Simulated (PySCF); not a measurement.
Input file:

```
{"job": {"kind": "epr", "basis": "pcH-1"}, "charge": 0, "multiplicity": 3}
C     -0.817812     1.598675     0.497851
O     -1.772021     2.437961     0.092471
O     -0.528681     0.464890    -0.134696
Al     0.689474    -0.732777    -0.096278
O      1.938566    -0.627723     1.032751
O      0.586204    -2.018879    -1.188063
H     -2.613492     2.235107     0.533952
H      2.646051    -1.267526     1.119634
H     -0.083870    -2.112529    -1.866023
```

Command:

```sh
OMP_NUM_THREADS=1 python cluster_run.py task.json out
```

Geometry: PBE0-D3(BJ)/def2-SVP.

Theory: UKS B3LYP, pcH-1 on Al C H O, non-relativistic, mean-field spin-orbit, GIAO in PySCF.

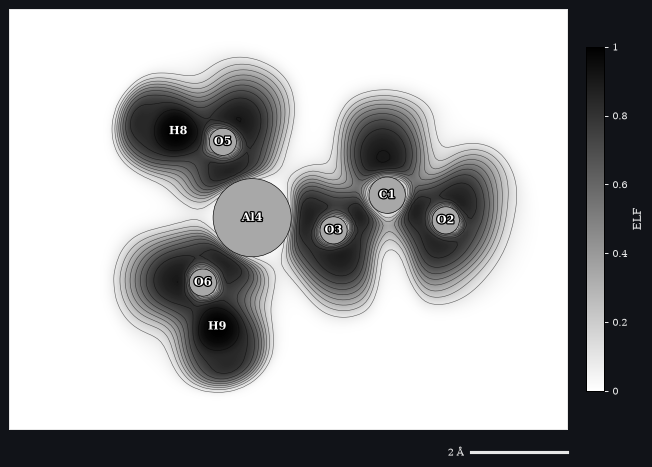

CH$_{3}$AlO$_{4}$ (SMILES O[C][O][Al]([OH])[OH]) (triplet). Electron localisation function on the plane of atoms O5, Al4 and O6. Grey discs cover the atomic cores.

> Interpret the plot.

The plane passes through C, O, Al and H nuclei. C–O (1.33 Å): the ELF peaks at about 0.85 between the atoms; a polar covalent bond. Al–O (1.69 Å): the ELF peaks at about 0.85 in the valence shell of O, 0.6 Å from its nucleus, and is about 0.45 at the midpoint. O–H (0.96 Å): the ELF climbs to about 1 towards the hydrogen, as it does in any bond to H: an ordinary covalent bond to hydrogen. The ELF also peaks beside O6, O3, O2, C1 and O5, away from the bonds: non-bonding electrons, paired or unpaired.
